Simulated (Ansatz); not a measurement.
## Sr2BSbO6: complex band structure

Aim: relax a made-up compound, Sr2BSbO6, and see how good a tunnel barrier it would be. It is built by putting B for Ga in the Sr2GaSbO6 structure of space group I4/m, with the volume rescaled by atomic radii. The parent structure comes from the Materials Project.

Program: Ansatz 0.2.0. Level of theory: r2SCAN DFT, plane waves, PAW files, in the first sound run; inputs show where later runs differ. Results are calculated unless marked as measured.

The structure was built from a prototype and need not be the compound's stable phase.

## Step 1: Set-up

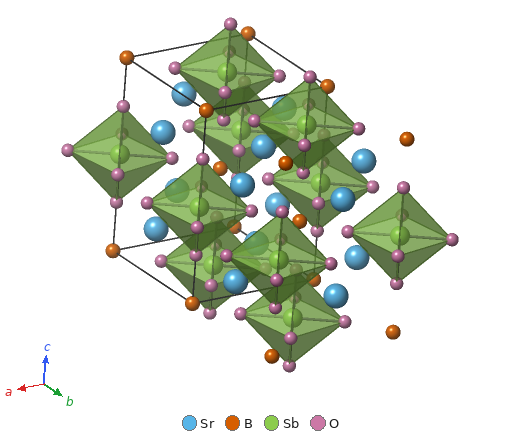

The cell as given, from a free direction (strontium blue, boron orange, antimony green, oxygen pink). 1×2×1 cells are drawn. This picture shows the conventional cell, with its axes. Some periodic images of atoms are drawn too.

As a file:

```cif
data_structure
_symmetry_space_group_name_H-M 'P 1'
_symmetry_Int_Tables_number 1
_cell_length_a 5.5496
_cell_length_b 5.5496
_cell_length_c 5.5496
_cell_angle_alpha 120.805
_cell_angle_beta 120.805
_cell_angle_gamma 88.612
_cell_volume 119.35
loop_
_atom_site_label
_atom_site_type_symbol
_atom_site_fract_x
_atom_site_fract_y
_atom_site_fract_z
_atom_site_occupancy
Sr1 Sr 0.75000 0.25000 0.50000 1
Sr2 Sr 0.25000 0.75000 0.50000 1
B3 B 0.00000 0.00000 0.00000 1
Sb4 Sb 0.50000 0.50000 0.00000 1
O5 O 0.79195 0.70861 0.50056 1
O6 O 0.29139 0.79195 0.08333 1
O7 O 0.70861 0.20805 0.91667 1
O8 O 0.20805 0.29139 0.49944 1
O9 O 0.74791 0.74791 0.00000 1
O10 O 0.25209 0.25209 0.00000 1
```

## Step 2: Relaxing the new crystal

The substituted atoms don't fit the parent's cell, so cell and atoms relax together. A small smearing keeps the run stable in case the gap closes on the way.

Input file input.yaml:

```yaml
crystal:
  lattice:
    - [-2.7409624975, 2.7409624975, 3.9713675535]
    - [2.7409624975, -2.7409624975, 3.9713675535]
    - [2.7409624975, 2.7409624975, -3.9713675535]
  atoms:
    - { symbol: Sr, position: [0.75, 0.25, 0.5] }
    - { symbol: Sr, position: [0.25, 0.75, 0.5] }
    - { symbol: B, position: [0.0, 0.0, 0.0] }
    - { symbol: Sb, position: [0.5, 0.5, 0.0] }
    - { symbol: O, position: [0.791948, 0.708613, 0.500561] }
    - { symbol: O, position: [0.291387, 0.791948, 0.083335] }
    - { symbol: O, position: [0.708613, 0.208052, 0.916665] }
    - { symbol: O, position: [0.208052, 0.291387, 0.499439] }
    - { symbol: O, position: [0.747908, 0.747908, 0.0] }
    - { symbol: O, position: [0.252092, 0.252092, 0.0] }
kpoints:
  mp_grid: { grid: [6, 6, 6] }
scf:
  occupations: { method: gaussian, width: 0.03 }
hamiltonian:
  xc: r2scan
output:
  forces: true
  stress: true
relax:
  f_tol: 0.02
  max_steps: 60
  cell: {}
```

Started as:

```console
$ ansatz run input.yaml --threads 2 --pin off --max-ram 4096MiB --backend cpu --events-out ev --progress --plain --runs-dir out
```

Numbers of over 12 decimals in the logs are rounded to 6 here.

What it wrote:

```text
Engine: ansatz 0.2.0, x86_64-unknown-linux-gnu
Pseudopotentials: kind: paw
Pseudopotential: Sr, paw, valence charge 10, recommended cutoff 500 eV (meta_gga), Sr.paw.azcp
Pseudopotential: B, paw, valence charge 3, recommended cutoff 500 eV (meta_gga), B.paw.azcp
Pseudopotential: Sb, paw, valence charge 15, recommended cutoff 500 eV (meta_gga), Sb.paw.azcp
Pseudopotential: O, paw, valence charge 6, recommended cutoff 500 eV (meta_gga), O.paw.azcp
Functional definition: r2SCAN
  parameter k0 = 0.174
  parameter k1 = 0.065
  parameter a1 = 4.9479
  exchange = r2scan_x(k0 = k0, k1 = k1, a1 = a1)
  correlation = r2scan_c
Crystal: 10 atoms, lattice volume = 119.346 Å³
Basis set: ecut = 500 eV, 3027 PW (Γ), exchange–correlation on 180×180×180 points (64 copies of the dense FFT grid, shifted against one another)
Bands: 47, of which v1, the nominal top of the filled ones, is band 37 counted from 1 (36 counted from 0)
Symmetry: 8 space group operations
Space group: I4/m (ITA 87), of the structure as read, at distance tolerance 4.9e-5 Å
k-points: 36 of 216
Non-local potential: Sr, projectors of the file, l = 0: 3, l = 1: 2, l = 2: 2
Non-local potential: B, projectors of the file, l = 0: 2, l = 1: 2, l = 2: 1
Non-local potential: Sb, projectors of the file, l = 0: 2, l = 1: 2, l = 2: 2, l = 3: 2
Non-local potential: O, projectors of the file, l = 0: 2, l = 1: 2, l = 2: 1
PAW form: soft (Blöchl's): semilocal exchange-correlation on the pseudo side does not see the compensation charge
PAW frozen core: Sr, regenerated for the run's functional (the file was generated under x = pbe(κ = 0.804, μ = 0.219515), c = pbe(β = 0.066725))
PAW frozen core: B, regenerated for the run's functional (the file was generated under x = pbe(κ = 0.804, μ = 0.219515), c = pbe(β = 0.066725))
PAW frozen core: Sb, regenerated for the run's functional (the file was generated under x = pbe(κ = 0.804, μ = 0.219515), c = pbe(β = 0.066725))
PAW frozen core: O, regenerated for the run's functional (the file was generated under x = pbe(κ = 0.804, μ = 0.219515), c = pbe(β = 0.066725))
PAW one-centre angular grid: Sr, 302 points (default); XC on 160 Gauss nodes
PAW one-centre angular grid: B, 302 points (default); XC on 160 Gauss nodes
PAW one-centre angular grid: Sb, 590 points (default); XC on 160 Gauss nodes
PAW one-centre angular grid: O, 302 points (default); XC on 160 Gauss nodes
Initial density: superposition of atomic densities (neutral atoms: chi_scale 0, normalization atom), corrected by the library's trained network
Initial wavefunctions: pseudopotential atomic-orbital guess
Functional: x = r2scan, c = r2scan; τ floored in thin density (d = 2e-4 eV/Å³)
SCF iter   1: F=—  HF=-17180.918815 eV  |F-HF|=—  |Δ(HF+E_count)|=         —  Δρ=1.24e-2  dr2=2.00e-1  dr2_τ=4.10e-1  ethr=1.77e-3  ⟨swp⟩=8.6  Hψ=8787  notcnv=0  defer=22
preconditioner: auto → Resta (q_TF=auto, 2.519 Å⁻¹)  ε∞=3.8  [insulator: Δε(μ)=1.124 eV  Ē_g=15.843 eV  σ=0.030 eV  W_gap=1.00  n_scr=26 (ndim 8)  ℏωp=26.3 eV  f_vac=0.000  D(μ)=0.00/eV (n_scr^D=0)  ε∞_Penn≈3.8]
SCF iter   2: F=—  HF=-17181.170691 eV  |F-HF|=—  |Δ(HF+E_count)|=   2.52e-1  Δρ=6.02e-3  dr2=2.52e-2  dr2_τ=4.47e-3  ethr=2.70e-4  ⟨swp⟩=3.1  Hψ=3318  notcnv=0  defer=174
SCF iter   3: F=—  HF=-17181.168124 eV  |F-HF|=—  |Δ(HF+E_count)|=   2.57e-3  Δρ=2.24e-3  dr2=3.67e-3  dr2_τ=3.18e-4  ethr=3.41e-5  ⟨swp⟩=2.9  Hψ=2464  notcnv=0  defer=66
automatic band count: iteration 3 solves 44 bands in place of 47: the levels show a gap, and the empty bands left out lie too high to hold charge; the band table lists the bands solved (type scf.n_extra_bands for more)
SCF iter   4: F=—  HF=-17181.167742 eV  |F-HF|=—  |Δ(HF+E_count)|=   3.82e-4  Δρ=3.90e-4  dr2=1.18e-4  dr2_τ=2.05e-5  ethr=4.96e-6  ⟨swp⟩=2.5  Hψ=2671  notcnv=0  defer=66
SCF iter   5: F=—  HF=-17181.167757 eV  |F-HF|=—  |Δ(HF+E_count)|=   1.44e-5  Δρ=1.97e-4  dr2=3.46e-5  dr2_τ=6.13e-6  ethr=1.60e-7  ⟨swp⟩=2.0  Hψ=2518  notcnv=0  defer=66
SCF iter   6: F=—  HF=-17181.167904 eV  |F-HF|=—  |Δ(HF+E_count)|=   1.47e-4  Δρ=3.59e-5  dr2=8.74e-7  dr2_τ=1.63e-7  ethr=4.68e-8  ⟨swp⟩=2.0  Hψ=2243  notcnv=0  defer=66
SCF iter   7: F=-17181.167904 eV  HF=-17181.167904 eV  |F-HF|=1.61e-8  |Δ(HF+E_count)|=   8.20e-7  Δρ=8.41e-6  dr2=5.79e-8  dr2_τ=6.25e-9  ethr=1.35e-10  ⟨swp⟩=5.0  Hψ=6804  notcnv=0
SCF 1 converged in 7 iterations: F = -17181.167904 eV  dr2 = 5.79e-8
  greatest PAW one-centre occupation: 0.995 electrons in one spin orbital (limit 2), on the Sb atom at site 3 (counted from 0), in its partial waves of l = 2
relax step   1: F+E_penalty+E_count = -17181.16790449 eV  Δ(F+E_penalty+E_count) = +0.000e0 eV  max|allowed force component| = 1.855e0 eV/Å  Δτ_max = 0.0000 Å  P = -8.732 GPa  Ω = 119.346 Å³  (7 SCF iters, dr2 threshold 1.00e-7 eV, accepted)
Crystal: 10 atoms, lattice volume = 107.335 Å³
Basis set: ecut = 500 eV, 2727 PW (Γ), exchange–correlation on 180×180×180 points (64 copies of the dense FFT grid, shifted against one another)
Initial density: handed on by an earlier stage of this run
Initial wavefunctions: those handed on with the density
iter 1 solved again at ethr=1.97e-4 eV; its pass at ethr=3.10e-3 eV (dr2=1.46e-1 eV) is discarded
SCF iter   1: F=—  HF=-17182.720525 eV  |F-HF|=—  |Δ(HF+E_count)|=         —  Δρ=2.31e-2  dr2=1.45e-1  dr2_τ=3.13e0  ethr=1.97e-4  ⟨swp⟩=2.3  Hψ=9474  notcnv=0
automatic band count: iteration 1 solves 42 bands in place of 47: the levels show a gap, and the empty bands left out lie too high to hold charge; the band table lists the bands solved (type scf.n_extra_bands for more)
preconditioner: auto → Resta (q_TF=auto, 2.564 Å⁻¹)  ε∞=3.7  [insulator: Δε(μ)=1.519 eV  Ē_g=18.345 eV  σ=0.030 eV  W_gap=1.00  n_scr=26 (ndim 8)  ℏωp=30.0 eV  f_vac=0.000  D(μ)=0.00/eV (n_scr^D=0)  ε∞_Penn≈3.7]
SCF iter   2: F=—  HF=-17182.423832 eV  |F-HF|=—  |Δ(HF+E_count)|=   2.97e-1  Δρ=1.12e-2  dr2=3.43e-2  dr2_τ=6.44e-3  ethr=1.96e-4  ⟨swp⟩=3.8  Hψ=3253  notcnv=0
SCF iter   3: F=—  HF=-17182.442630 eV  |F-HF|=—  |Δ(HF+E_count)|=   1.88e-2  Δρ=2.58e-3  dr2=3.41e-3  dr2_τ=5.85e-4  ethr=4.63e-5  ⟨swp⟩=3.1  Hψ=2459  notcnv=0
SCF iter   4: F=—  HF=-17182.443847 eV  |F-HF|=—  |Δ(HF+E_count)|=   1.22e-3  Δρ=9.36e-4  dr2=7.31e-4  dr2_τ=1.33e-4  ethr=4.61e-6  ⟨swp⟩=2.5  Hψ=2776  notcnv=0
SCF iter   5: F=—  HF=-17182.443920 eV  |F-HF|=—  |Δ(HF+E_count)|=   7.24e-5  Δρ=3.18e-4  dr2=5.59e-5  dr2_τ=7.60e-6  ethr=9.88e-7  ⟨swp⟩=2.0  Hψ=2481  notcnv=0
SCF iter   6: F=—  HF=-17182.443941 eV  |F-HF|=—  |Δ(HF+E_count)|=   2.15e-5  Δρ=6.01e-5  dr2=2.06e-6  dr2_τ=5.50e-7  ethr=7.55e-8  ⟨swp⟩=2.0  Hψ=2844  notcnv=0
[...]
relax step   7: F+E_penalty+E_count = -17183.39305900 eV  Δ(F+E_penalty+E_count) = -8.468e-2 eV  max|allowed force component| = 2.123e-1 eV/Å  Δτ_max = 0.1171 Å  P = -2.125 GPa  Ω = 115.978 Å³  energy of the carried Pulay correction = +1.515e-3 eV  (7 SCF iters, dr2 threshold 1.00e-6 eV, accepted)
relax step   8: F+E_penalty+E_count = -17183.42984438 eV  Δ(F+E_penalty+E_count) = -3.679e-2 eV  max|allowed force component| = 8.200e-1 eV/Å  Δτ_max = 0.1911 Å  P = -2.582 GPa  Ω = 115.405 Å³  energy of the carried Pulay correction = +1.777e-3 eV  (7 SCF iters, dr2 threshold 1.00e-6 eV, accepted)
relax step   9: F+E_penalty+E_count = -17183.12147350 eV  Δ(F+E_penalty+E_count) = +3.084e-1 eV  max|allowed force component| = 1.578e0 eV/Å  Δτ_max = 0.0768 Å  P = +3.146 GPa  Ω = 114.358 Å³  energy of the carried Pulay correction = +2.259e-3 eV  (7 SCF iters, dr2 threshold 1.00e-6 eV, rejected (line search))
relax step  10: F+E_penalty+E_count = -17183.53231841 eV  Δ(F+E_penalty+E_count) = -1.025e-1 eV  max|allowed force component| = 1.110e-1 eV/Å  Δτ_max = 0.0608 Å  P = +0.105 GPa  Ω = 115.404 Å³  energy of the carried Pulay correction = +1.777e-3 eV  (10 SCF iters, accepted)
relax step  11: F+E_penalty+E_count = -17183.53438987 eV  Δ(F+E_penalty+E_count) = -2.071e-3 eV  max|allowed force component| = 4.790e-3 eV/Å  Δτ_max = 0.0072 Å  P = +0.043 GPa  Ω = 115.201 Å³  energy of the carried Pulay correction = +1.870e-3 eV  (5 SCF iters, dr2 threshold 7.70e-7 eV, accepted)
relax step  12: F+E_penalty+E_count = -17183.53438822 eV  Δ(F+E_penalty+E_count) = +1.652e-6 eV  max|allowed force component| = 4.505e-3 eV/Å  Δτ_max = 0.0012 Å  P = +0.001 GPa  Ω = 115.221 Å³  energy of the carried Pulay correction = +1.861e-3 eV  (5 SCF iters, dr2 threshold 7.35e-9 eV, accepted)
relax step  13: F+E_penalty+E_count = -17183.53741758 eV  Δ(F+E_penalty+E_count) = -3.029e-3 eV  max|allowed force component| = 6.616e-3 eV/Å  Δτ_max = 0.0000 Å  P = +0.124 GPa  Ω = 115.221 Å³  stress off target by 2.92e-1 GPa  SCF on the basis re-selected at this cell (its energy is not comparable with the rows above)  (7 SCF iters)
relax step  14: F+E_penalty+E_count = -17183.53761480 eV  Δ(F+E_penalty+E_count) = -1.972e-4 eV  max|allowed force component| = 1.991e-3 eV/Å  Δτ_max = 0.0034 Å  P = +0.007 GPa  Ω = 115.424 Å³  energy of the carried Pulay correction = -9.605e-5 eV  (5 SCF iters, dr2 threshold 2.14e-7 eV, accepted)
iter 1 solved again at ethr=1.31e-6 eV; its pass at ethr=3.10e-3 eV (dr2=9.73e-4 eV) is discarded
SCF iter   1: F=—  HF=-17183.537534 eV  |F-HF|=—  |Δ(HF+E_count)|=         —  Δρ=5.41e-5  dr2=1.06e-7  dr2_τ=3.33e-8  ethr=1.31e-6  ⟨swp⟩=4.1  Hψ=14166  notcnv=0
eigensolver tolerance schedule: the retry pair's looser diagonalisation over-reported the residual by 9205.05 of it (diagonalisation noise at an unbounded share of the residual, at the tolerance the schedule requests for it); recorded, not acted on — ethr = c·dr2/N_el stays at c = 1.0e-1
preconditioner: auto → Resta (q_TF=auto, 2.533 Å⁻¹)  ε∞=3.7  [insulator: Δε(μ)=2.419 eV  Ē_g=16.153 eV  σ=0.030 eV  W_gap=1.00  n_scr=34 (ndim 8)  ℏωp=26.8 eV  f_vac=0.000  D(μ)=0.00/eV (n_scr^D=0)  ε∞_Penn≈3.7]
SCF iter   2: F=—  HF=-17183.537697 eV  |F-HF|=—  |Δ(HF+E_count)|=   1.63e-4  Δρ=2.74e-5  dr2=3.52e-8  dr2_τ=3.98e-7  ethr=1.43e-10  ⟨swp⟩=4.0  Hψ=4134  notcnv=0
SCF iter   3: F=—  HF=-17183.537700 eV  |F-HF|=—  |Δ(HF+E_count)|=   3.10e-6  Δρ=4.15e-6  dr2=8.05e-9  dr2_τ=5.53e-9  ethr=4.75e-11  ⟨swp⟩=2.0  Hψ=2779  notcnv=0
SCF iter   4: F=—  HF=-17183.537700 eV  |F-HF|=—  |Δ(HF+E_count)|=   2.79e-8  Δρ=7.77e-7  dr2=3.43e-10  dr2_τ=1.25e-10  ethr=1.09e-11  ⟨swp⟩=2.0  Hψ=2690  notcnv=0
SCF iter   5: F=—  HF=-17183.537700 eV  |F-HF|=—  |Δ(HF+E_count)|=  3.60e-10  Δρ=5.34e-7  dr2=7.01e-11  dr2_τ=1.16e-10  ethr=1.00e-12  ⟨swp⟩=5.0  Hψ=6361  notcnv=0
SCF iter   6: F=-17183.537700 eV  HF=-17183.537700 eV  |F-HF|=7.28e-12  |Δ(HF+E_count)|=  8.69e-10  Δρ=1.51e-7  dr2=2.05e-11  dr2_τ=3.26e-12  ethr=1.00e-12  ⟨swp⟩=5.0  Hψ=5750  notcnv=0
SCF 15 converged in 6 iterations: F = -17183.537700 eV  dr2 = 2.05e-11
relax step  15: F+E_penalty+E_count = -17183.53769992 eV  Δ(F+E_penalty+E_count) = -8.511e-5 eV  max|allowed force component| = 1.983e-3 eV/Å  Δτ_max = 0.0000 Å  P = +0.007 GPa  Ω = 115.424 Å³  stress off target by 2.92e-2 GPa  SCF on the basis re-selected at this cell (its energy is not comparable with the rows above)  (6 SCF iters)
basis re-selected at this cell: Δ(F+E_penalty+E_count) = -8.511e-5 eV, ΔP = -0.000 GPa vs the last step (what re-selecting the basis moved, of the pressure what is left beyond the Pulay correction that the steps carried, after the strain that the cell walked since its last selection, with what the two solves' SCF thresholds leave and, on support functions, any second-order correction that the steps lacked; it is no m [...]
SCF converged after 6 iterations
Free energy (F): -17183.537700 eV
Harris-Foulkes:  -17183.537700 eV  (|F-HF|=7.28e-12)
Internal energy: -17183.537700 eV  (E = F + TS)
E sigma→0 (E₀):  -17183.537700 eV
Fermi energy:    11.207673 eV
--- Per-component energies (eV) ---
  E_band       = -236.600362
  E_kinetic    = 1814.688032
  E_local      = -4446.991958  (includes V_loc(G=0)·N_el)
  E_nonlocal   = 1070.742415
  E_hartree    = 1613.848201
  E_xc         = -930.342688
  E_vxc        = -1139.173173  (∫ρ·V_xc dr)
  E_paw        = -11083.688151  (= ΣΔE_a)
  E_vpaw       = -831.890559  (= ΣTr[D̂ρ^β])
  E_aug_tail   = 0.006272  (compensation charges beyond the density's cutoff)
  E_vtau       = 68.322188  (kinetic-family band-sum trace: ∫τ·v_τ [+ j·A + Jᵃ·Aᵃ] dr)
  E_ewald      = -5221.803699
  E_core_change = 0.003876  (= ΣΔE_core)
  E_smearing   = -0.000000  (= −TS)
  E_closure    = -0.000000  (closes the sum)
  Σ components = -17183.537700   (vs F -17183.537700, Δ=0.00e0)
--- Forces (eV/Å), atoms counted from 1 ---
  atom   1  Sr     0.00000000     0.00000000     0.00000000
  atom   2  Sr     0.00000000     0.00000000     0.00000000
  atom   3  B     -0.00000000    -0.00000000    -0.00000000
  atom   4  Sb    -0.00000000    -0.00000000     0.00000000
  atom   5  O      0.00198275     0.00111991     0.00000000
  atom   6  O      0.00111991    -0.00198275     0.00000000
  atom   7  O     -0.00111991     0.00198275     0.00000000
  atom   8  O     -0.00198275    -0.00111991    -0.00000000
  atom   9  O      0.00000000     0.00000000     0.00062952
  atom  10  O      0.00000000     0.00000000    -0.00062952
  max |Σ_I F_I| component: 1.04e-17 eV/Å
--- Stress (GPa, compression-positive) ---
       -0.004112       0.000000       0.000000
       -0.000000      -0.004112       0.000000
        0.000000       0.000000       0.029160
  P = ⅓ Tr σ = 0.0070 GPa (0.070 kbar)
--- Relaxed structure (13 steps of the walk, 12 accepted, 2 SCFs on fresh bases) ---
  F+E_penalty+E_count = -17183.53769992 eV   max|allowed force component| = 1.983e-3 eV/Å   (the final SCF, on the basis selected at the relaxed cell)
  cell:  # Å, volume = 115.4242 Å³
    - [-2.532585, 2.532585, 4.498925]
    - [2.532585, -2.532585, 4.498925]
    - [2.532585, 2.532585, -4.498925]
  atoms:
    - { symbol: Sr, position: [0.75, 0.25, 0.5] }
    - { symbol: Sr, position: [0.25, 0.75, 0.5] }
    - { symbol: B, position: [-5.462772377376462e-19, 1.78577802377588e-19, 3.5303308229350533e-19] }
    - { symbol: Sb, position: [0.5, 0.5, 3.530330822934985e-19] }
    - { symbol: O, position: [0.824806, 0.737337, 0.562143] }
    - { symbol: O, position: [0.262663, 0.824806, 0.087469] }
    - { symbol: O, position: [0.737337, 0.175194, 0.912531] }
    - { symbol: O, position: [0.175194, 0.262663, 0.437857] }
    - { symbol: O, position: [0.714845, 0.714845, 3.5303308229349406e-19] }
    - { symbol: O, position: [0.285155, 0.285155, 3.530330822934929e-19] }
```

Wall time 1.8 min (2 threads of Intel Xeon Platinum 8488C (Sapphire Rapids), shared host); peak memory 1 GiB; 3.5 min of CPU time.

The steps of the relaxation:

```csv
step,energy less that of the first step (eV),largest force component (eV/Å),pressure (GPa),volume (Å³)
1,0.0000,1.8547,-8.73,119.35
2,-1.2760,0.7818,1.01,107.33
3,-1.4247,0.9777,1.65,106.29
4,-1.6298,1.4912,0.83,107.45
5,-2.0321,0.9220,1.37,110.38
6,-2.1405,1.0066,0.52,115.15
7,-2.2252,0.2123,-2.12,115.98
8,-2.2619,0.8200,-2.58,115.40
9,-1.9536,1.5775,3.15,114.36
10,-2.3644,0.1110,0.11,115.40
11,-2.3665,0.0048,0.04,115.20
12,-2.3665,0.0045,0.00,115.22
13*,-2.3695,0.0066,0.12,115.22
14,-2.3697,0.0020,0.01,115.42
15*,-2.3698,0.0020,0.01,115.42
```

Relaxation steps marked * repeat the geometry before them on a plane-wave basis chosen anew for their cell, so energy and pressure can jump there. Relaxation step 9 was tried and not accepted.

The run keeps the 8 symmetry operations that it works with, so distortions that break them were not tested.

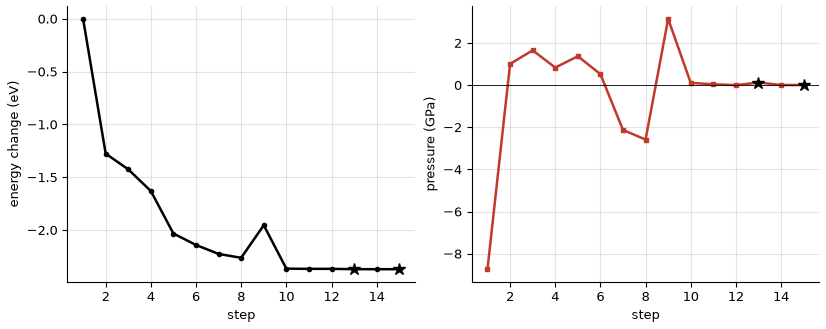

Energy and pressure along the relaxation. Stars mark steps on a basis chosen anew.

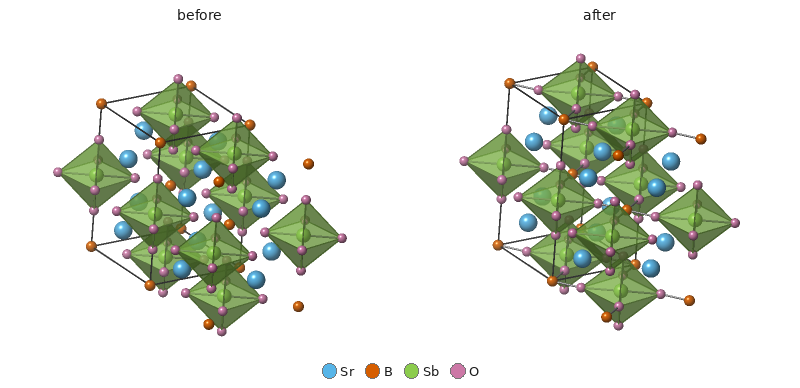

Before and after, at one scale.

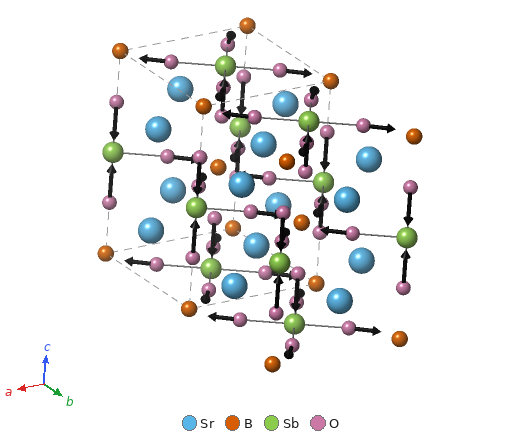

Displacements in the relaxation, exaggerated, measured against the changing cell; the longest in the cell stands for 0.30 Å. 1×2×1 conventional cells are drawn. Some periodic images of atoms are drawn too.

| cell as run | before | after | change |
| --- | --- | --- | --- |
| a (Å) | 5.550 | 5.751 | +3.6 % |
| b (Å) | 5.550 | 5.751 | +3.6 % |
| c (Å) | 5.550 | 5.751 | +3.6 % |
| α (°) | 120.80 | 127.74 | +5.7 % |
| β (°) | 120.80 | 127.74 | +5.7 % |
| γ (°) | 88.61 | 77.05 | -13.1 % |
| volume (Å³/atom) | 11.93 | 11.54 | -3.3 % |

The atoms that moved most (Å, as changes of fractional coordinates times the final cell):

```
atom      dx      dy      dz  length
  O9   0.000   0.000  -0.297   0.297
 O10   0.000   0.000   0.297   0.297
  O7  -0.166   0.145   0.000   0.221
  O8  -0.145  -0.166   0.000   0.221
  O5   0.145   0.166   0.000   0.221
  O6   0.166  -0.145   0.000   0.221
```

This step gave:

| Item | Value |
| --- | --- |
| free energy | -17183.5377 eV |
| Fermi energy | 11.21 eV |
| pressure | 0.006979 GPa |

The largest force component on a free atom ends at 0.0020 eV/Å.

(Part 1 of 3 ends here.)

[Logs are printed without paths, hosts, clocks, repeated set-up lines and the standing remarks that a program may print on its own settings, such as how far it seeks lower states.]

[Hosts, paths, dates, database ids (printed as entryN), source tags and the programs' standing remarks are cut or masked in the printed files.]
